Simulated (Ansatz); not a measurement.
| atom | x (Å) | y (Å) | z (Å) |
| --- | --- | --- | --- |
| C | 2.0030 | -0.0698 | 1.7066 |
| C | 1.2563 | -0.3219 | 0.7800 |
| Si | 0.1408 | -0.7165 | -0.6199 |
| C | -1.2608 | 0.4641 | -0.6562 |
| C | -2.1989 | 1.2378 | -0.6885 |
| H | 2.6619 | 0.1556 | 2.5268 |
| H | 0.9010 | -0.6195 | -1.8978 |
| H | -0.3874 | -2.0998 | -0.4536 |
| H | -3.0276 | 1.9236 | -0.7145 |

These are results of Ansatz, RKS PBE0-D4/def2-SVP, not measurements.

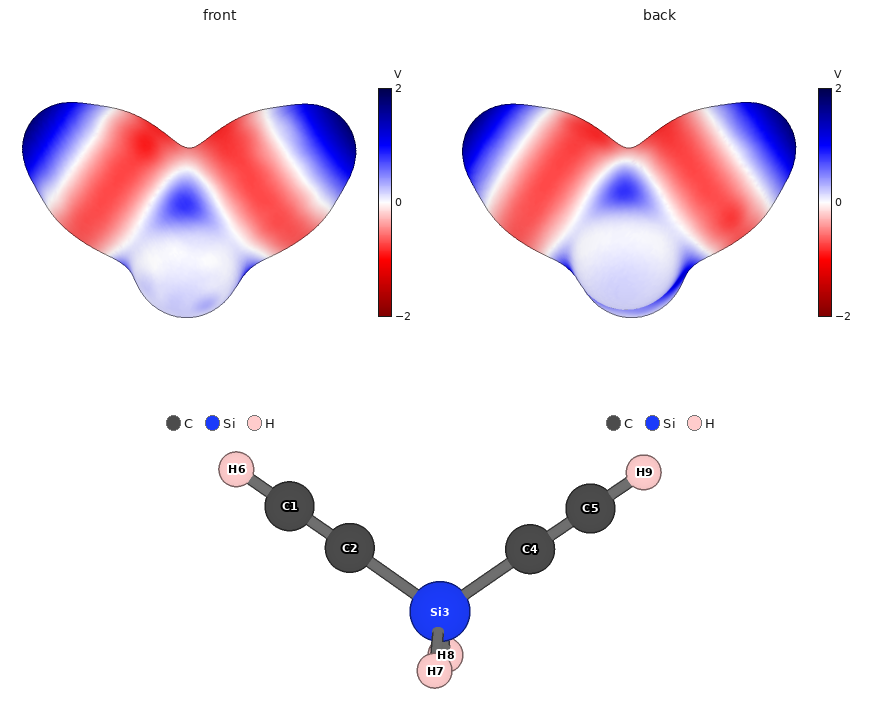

C$_{4}$H$_{4}$Si. The electrostatic potential painted on the density surface at 0.002 e/bohr³, seen from the front and from behind; the colour scale runs from red (negative) to blue (positive). The bare structure is drawn below in the same view.

Question: Describe the electrostatic potential map.

Answer: The most negative region (about −0.8 V) lies over C1, C2, C4 and C5, the most positive (about +1.7 V) over H6 and H9.
